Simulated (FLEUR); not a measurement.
**Collinear magnetic orders of MnF2 with FLEUR**

Wanted: the moments of MnF2 and the energy of each order that was tried.

Method: LDA (VWN) with U = 4 eV on Mn d; all-electron FLAPW, Dirac cores, scalar-relativistic bands, in FLEUR MaX-R8.1.

**1. The starting structure**

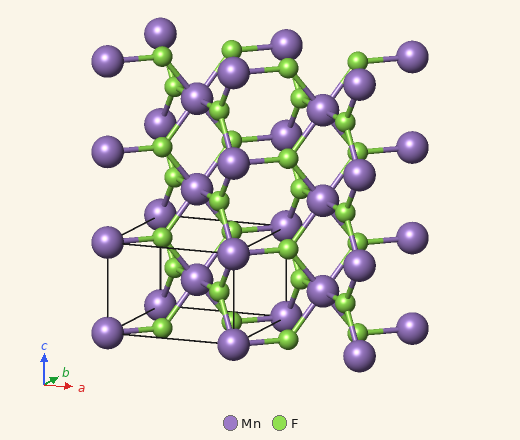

The cell as given, slightly off an axis (manganese light purple, fluorine green). 2×1×3 cells are drawn. Some periodic images of atoms are drawn too.

As a file:

```xyz
6
Lattice="4.8738 0.0000 0.0000 0.0000 4.8738 0.0000 0.0000 0.0000 3.3107" Properties=species:S:1:pos:R:3 pbc="T T T"
Mn    0.0000    0.0000    0.0000
Mn    2.4369    2.4369    1.6554
F     1.4880    1.4880    0.0000
F     0.9489    3.9249    1.6554
F     3.3858    3.3858    0.0000
F     3.9249    0.9489    1.6554
```

**2. Start 1: ferro ++**

The parallel start is the test of whether parallel moments hold. The U counters the self-interaction that shrinks the moments of a localised shell.

inpgen writes inp.xml from crystal.txt; cutoffs, mixing, functional, smearing and local orbitals are then set in the file. The k list default-1 (kpts.xml, not shown) is a Γ-centred 6×6×6 mesh; where the ranks do not divide the number of points, some are split in two of half the weight.

The input, inp.xml:

```
<?xml version="1.0" encoding="UTF-8" standalone="no"?>
<fleurInput fleurInputVersion="0.39">
   <comment>
      MnF2
   </comment>
   <calculationSetup>
      <cutoffs Kmax="4.29" Gmax="12.9" GmaxXC="12.9" numbands="0"/>
      <scfLoop itmax="130" minDistance="0.0001" maxIterBroyd="15" imix="Anderson" alpha="0.05" precondParam="0.0" spinf="2.0" sdNocoIR="T"/>
      <coreElectrons ctail="T" frcor="F" kcrel="0" coretail_lmax="0"/>
      <xcFunctional name="vwn" relativisticCorrections="F"/>
      <magnetism jspins="2"/>
      <soc l_soc="F" theta="0.0" phi="0.0" spav="F"/>
      <expertModes spex="0" secvar="F"/>
      <geometryOptimization l_f="F" forcealpha="1.0" forcemix="BFGS" epsdisp="0.00001" epsforce="0.00001"/>
      <ldaU l_linMix="F" mixParam="0.05" spinf="1.0"/>
   </calculationSetup>
   <cell>
      <bzIntegration valenceElectrons="58.0" mode="hist" fermiSmearingEnergy="0.00183747">
         <kPointListSelection listName="default-1"/>
         <xi:include xmlns:xi="http://www.w3.org/2001/XInclude" href="kpts.xml"> </xi:include>
      </bzIntegration>
      <xi:include xmlns:xi="http://www.w3.org/2001/XInclude" href="sym.xml"> </xi:include>
      <bulkLattice scale="1.0">
         <bravaisMatrix>
            <row-1>    9.2101471860754796     0.0000000000000000     0.0000000000000000</row-1>
            <row-2>    0.0000000000000000     9.2101471860754796     0.0000000000000000</row-2>
            <row-3>    0.0000000000000000     0.0000000000000000     6.2563162807132198</row-3>
         </bravaisMatrix>
      </bulkLattice>
   </cell>
   <atomSpecies>
      <species name="Manganese 4.501" element="Mn" atomicNumber="25">
         <mtSphere radius="2.48" gridPoints="819" logIncrement="0.015"/>
         <atomicCutoffs lmax="10" lnonsphr="8"/>
         <electronConfig flipSpins="F">
            <coreConfig>(1s1/2) (2s1/2) (2p1/2) (2p3/2)</coreConfig>
            <valenceConfig>(3s1/2) (3p1/2) (3p3/2) (4s1/2) (3d3/2) (3d5/2)</valenceConfig>
            <stateOccupation state="(3d3/2)" spinUp="1.7505" spinDown="0.2495"/>
            <stateOccupation state="(3d5/2)" spinUp="3.0" spinDown="0.0"/>
         </electronConfig>
         <energyParameters s="4" p="4" d="3" f="4"/>
         <ldaU l="2" U="4.0" J="0.0" l_amf="F"/>
         <lo type="SCLO" l="0" n="3" eDeriv="0"/>
         <lo type="SCLO" l="1" n="3" eDeriv="0"/>
      </species>
      <species name="Fluorine (F)" element="F" atomicNumber="9">
         <mtSphere radius="1.4" gridPoints="463" logIncrement="0.023"/>
         <atomicCutoffs lmax="6" lnonsphr="4"/>
         <electronConfig flipSpins="F">
            <coreConfig>(1s1/2)</coreConfig>
            <valenceConfig>(2s1/2) (2p1/2) (2p3/2)</valenceConfig>
            <stateOccupation state="(2p1/2)" spinUp="0.833333" spinDown="0.833333"/>
            <stateOccupation state="(2p3/2)" spinUp="1.666667" spinDown="1.666667"/>
         </electronConfig>
         <energyParameters s="2" p="2" d="3" f="4"/>
      </species>
   </atomSpecies>
   <atomGroups>
      <atomGroup species="Manganese 4.501">
         <relPos label="                   1">.0000000000 .0000000000 .0000000000</relPos>
         <relPos label="                   2">1.000/2.000 1.000/2.000 1.000/2.000</relPos>
         <force calculate="T" relaxXYZ="TTT"/>
      </atomGroup>
      <atomGroup species="Fluorine (F)">
         <relPos label="                   3">.3053000000 .3053000000 .0000000000</relPos>
         <relPos label="                   4">.1947000000 -.1947000000 1.000/2.000</relPos>
         <relPos label="                   5">-.3053000000 -.3053000000 .0000000000</relPos>
         <relPos label="                   6">-.1947000000 .1947000000 1.000/2.000</relPos>
         <force calculate="T" relaxXYZ="TTT"/>
      </atomGroup>
   </atomGroups>
   <output dos="F" band="F" slice="F">
      <bandDOS minEnergy="-.5*Htr" maxEnergy="0.5*Htr" sigma="0.015" storeEVData="T"/>
      <plotting iplot="0" polar="F">
         <plot TwoD="T" vec1="  1.0  0.0  0.0" vec2="  0.0  1.0  0.0" vec3="  0.0  0.0  1.0" zero="  0.0  0.0  0.0" file="plot"/>
      </plotting>
      <moessbauerParams electricFieldGradient="F" isomerShift="F" coreHyperfine="F" valenceHyperfine="F"/>
   </output>
</fleurInput>
```

The input, crystal.txt:

```
MnF2
&input film=F cartesian=F /
4.87380000000  0.00000000000  0.00000000000
0.00000000000  4.87380000000  0.00000000000
0.00000000000  0.00000000000  3.31070000000
1.8897261246
1.0 1.0 1.0

6
25 0.00000000000  0.00000000000  0.00000000000 : 4.501
25 0.50000000000  0.50000000000  0.50000000000 : 4.501
9 0.30530000000  0.30530000000  0.00000000000
9 0.19470000000  0.80530000000  0.50000000000
9 0.69470000000  0.69470000000  0.00000000000
9 0.80530000000  0.19470000000  0.50000000000

&kpt div1=6 div2=6 div3=6 gamma=T /
```

Command:

```console
$ OMP_NUM_THREADS=1 inpgen -f crystal.txt > inpgen.log  # inp.xml is then edited as shown
$ OMP_NUM_THREADS=1 mpirun -n 4 fleur_MPI > fleur.log
```

What it wrote:

```text
Welcome to FLEUR        (www.flapw.de)
      MaX-Release 8.1          (www.max-centre.eu)

 ========== k-point set info ==========
 Selected k-point list: default-1
 k-point list type: mesh
 6 x 6 x 6
 Number of k points: 40

 ------------Calculation Setup---------------------------
 Number of MPI-tasks      :            4
 Number of PE/node        :            4
 Number of OMP-threads    :            1
 k-points in parallel     :            4
 pe's per k-point         :            1
 No of k-point loops      :           10
 Eigenvalue solver        :       lapack
 Number of basis functions:          761
 Approximate size of matrices (H+S) per k-point:         0.009 GB
 --------------------------------------------------------
 no density matrix found ... skipping LDA+U
 Reset of history
 Iteration:     1   Distance:      13.52318517 me/bohr^3
 Iteration:     2   Distance:      12.44404134 me/bohr^3
 Iteration:     3   Distance:      11.07249925 me/bohr^3
 Iteration:     4   Distance:       6.64981627 me/bohr^3
 Iteration:     5   Distance:       4.14129139 me/bohr^3
 Iteration:     6   Distance:       1.74515274 me/bohr^3
 Iteration:     7   Distance:       0.52057787 me/bohr^3
 Iteration:     8   Distance:       0.57864538 me/bohr^3
 Iteration:     9   Distance:       0.04582920 me/bohr^3
 Iteration:    10   Distance:       0.03322465 me/bohr^3
 Iteration:    11   Distance:       0.00678398 me/bohr^3
 Iteration:    12   Distance:       0.00622192 me/bohr^3
 Iteration:    13   Distance:       0.00119357 me/bohr^3
 Iteration:    14   Distance:       0.00020338 me/bohr^3
 Iteration:    15   Distance:       0.00023923 me/bohr^3
 Iteration:    16   Distance:       0.00004591 me/bohr^3

 ********************************************************************
 Run finished successfully
 Stop message:
   all done
 ********************************************************************

--- out.xml (last complete iteration) ---
<iteration numberForCurrentRun="   16" overallNumber="   16">
         [... left out ...]
         <bandgap value="2.2425931176" units="eV"/>
         <sumValenceSingleParticleEnergies value="-37.3110428118" units="Htr"/>
         <FermiEnergy value="0.1012214894" units="Htr"/>
         <valenceDensity>
            <mtCharges spin="1">
               <mtCharge atomType="1" total="9.2202493" s="1.1236615" p="3.1498661" d="4.8825963" f="0.0418893"/>
               <mtCharge atomType="2" total="2.8443647" s="0.8052786" p="2.0362958" d="0.0023826" f="0.0003377"/>
            </mtCharges>
            <mtCharges spin="2">
               <mtCharge atomType="1" total="4.4974884" s="1.0986997" p="3.1276502" d="0.2095425" f="0.0400924"/>
               <mtCharge atomType="2" total="2.7864711" s="0.7991697" p="1.9869080" d="0.0003216" f="0.0000540"/>
            </mtCharges>
            <spinDependentCharge spin="1" total="34.0000000" interstitial="4.1820426" mtSpheres="29.8179574"/>
            <spinDependentCharge spin="2" total="24.0000000" interstitial="3.8591388" mtSpheres="20.1408612"/>
            <totalCharge value="58.0000000000"/>
         </valenceDensity>
         [... left out ...]
         <allElectronCharges>
            <spinDependentCharge spin="1" total="48.0000000" interstitial="4.1820422" mtSpheres="43.8179578"/>
            <spinDependentCharge spin="2" total="38.0000000" interstitial="3.8591384" mtSpheres="34.1408616"/>
            <totalCharge value="85.9999999966"/>
         </allElectronCharges>
         <magneticMomentsInMTSpheres units="muBohr">
            <globalMagMoment atomType="1" vec="0.00000   0.00000   4.72276"/>
            <localMagMoment atomType="1" vec="0.00000   0.00000   4.72276"/>
            <globalMagMoment atomType="2" vec="0.00000   0.00000   0.05789"/>
            <localMagMoment atomType="2" vec="0.00000   0.00000   0.05789"/>
         </magneticMomentsInMTSpheres>
         <moessbauerParams unitsHFF="kG" unitsIS="e/bohr^3" unitsEFG="Htr/bohr^2">
         </moessbauerParams>
         <totalEnergy value="    -2710.5375883076" units="Htr">
            <sumOfEigenvalues value="    -1548.6342217192">
               <coreElectrons value="-1511.3231789074"/>
               <valenceElectrons value="-37.3110428118"/>
            </sumOfEigenvalues>
            <densityCoulombPotentialIntegral value="-4099.9372567579"/>
            <densityEffectivePotentialIntegral value="-4284.8100177107"/>
            <chargeDenXCDenIntegral value="-139.8167702640"/>
            <FockExchangeEnergyValence value="0.0000000000"/>
            <FockExchangeEnergyCore value="0.0000000000"/>
            <atomTypeDependentContributions atomType="1">
               <electronNucleiInteractionDifferentMTs value="2757.9068606310"/>
               <MadelungTerm value="-16.6050911655"/>
            </atomTypeDependentContributions>
            <atomTypeDependentContributions atomType="2">
               <electronNucleiInteractionDifferentMTs value="464.0501443741"/>
               <MadelungTerm value="-19.0690877347"/>
            </atomTypeDependentContributions>
            <dftUCorrection value="-0.7031982491"/>
            <tkbTimesEntropy value="0.0000000000"/>
            <freeEnergy value="-2710.5375883076"/>
            <extrapolationTo0K value="-2710.5375883076"/>
         </totalEnergy>
         <ldaUDensityMatrix>
            <densityMatrixFor spin="1" atomType="1" uIndex="1" l="2" U="4.00000000" J="0.00000000">
               (+0.97338,+0.00000) (+0.00000,+0.00000) (+0.00000,-0.01668) (+0.00000,+0.00000) (-0.01373,+0.00000)
               (+0.00000,+0.00000) (+0.98052,+0.00000) (+0.00000,+0.00000) (+0.00000,+0.02029) (+0.00000,+0.00000)
               (+0.00000,+0.01668) (+0.00000,+0.00000) (+0.97480,+0.00000) (+0.00000,+0.00000) (+0.00000,-0.01668)
               (+0.00000,+0.00000) (+0.00000,-0.02029) (+0.00000,+0.00000) (+0.98052,+0.00000) (+0.00000,+0.00000)
               (-0.01373,+0.00000) (+0.00000,+0.00000) (+0.00000,+0.01668) (+0.00000,+0.00000) (+0.97338,+0.00000)
            </densityMatrixFor>
            <densityMatrixFor spin="2" atomType="1" uIndex="1" l="2" U="4.00000000" J="0.00000000">
               (+0.03761,+0.00000) (+0.00000,+0.00000) (+0.00000,-0.02281) (+0.00000,+0.00000) (-0.02045,+0.00000)
               (+0.00000,+0.00000) (+0.04743,+0.00000) (+0.00000,+0.00000) (+0.00000,+0.02855) (+0.00000,+0.00000)
               (+0.00000,+0.02281) (+0.00000,+0.00000) (+0.03946,+0.00000) (+0.00000,+0.00000) (+0.00000,-0.02281)
               (+0.00000,+0.00000) (+0.00000,-0.02855) (+0.00000,+0.00000) (+0.04743,+0.00000) (+0.00000,+0.00000)
               (-0.02045,+0.00000) (+0.00000,+0.00000) (+0.00000,+0.02281) (+0.00000,+0.00000) (+0.03761,+0.00000)
            </densityMatrixFor>
         </ldaUDensityMatrix>
         <ldaUDensityMatrixConvergence>
            <distance spin="1" distance="0.000000"/>
            <distance spin="2" distance="0.000001"/>
         </ldaUDensityMatrixConvergence>
         <densityConvergence units="me/bohr^3">
            <chargeDensity spin="1" distance="0.0000170426"/>
            <chargeDensity spin="2" distance="0.0000305872"/>
            <overallChargeDensity distance="0.0000459108"/>
            <spinDensity distance="0.0000185542"/>
         </densityConvergence>
      </iteration>
```

The job ended after 42 s (4 MPI ranks of Intel Xeon 6975P-C (Granite Rapids), shared host; peak memory 0.38 GiB).

Spin moment in the muffin-tin sphere by atom:

```tsv
atom	spin moment in the muffin-tin sphere (μB)
Mn1	4.72
Mn2	4.72
F3	0.06
F4	0.06
F5	0.06
F6	0.06
```

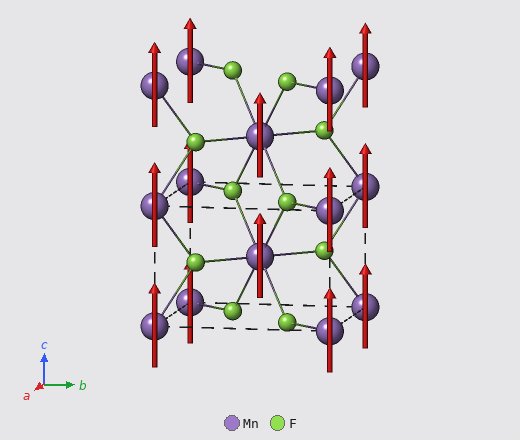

Spin moment in the muffin-tin sphere as arrows, the longest 4.72 μB. Up and down stand for the sign. Arrows give size and sign along the axis of quantisation, drawn up and down the page. 1×1×2 cells are drawn. Some periodic images of atoms are drawn too.

Numbers from this step:

```
free energy                                                       : -73757.4852 eV
program's band gap on this mesh (in a metal only a level spacing) : 2.243 eV
magnetization                                                     : 10 μB
final state                                                       : ferromagnetic
```

After 16 cycles the largest moment stands at 4.72 μB.

(Continued in part 2 of 3.)

[Logs and program files are shortened in this print: banners, set-up blocks, solver, clock and traceback lines can be left out without a mark of their own.]

[Logs are printed without paths, hosts, clocks, repeated set-up lines and the standing remarks that a program may print on its own settings, such as how far it seeks lower states.]

[Hosts, paths, dates, database ids (printed as entryN), source tags and the programs' standing remarks are cut or masked in the printed files.]

[Where a cell is said to come from a database of computed structures, the database is the Materials Project.]
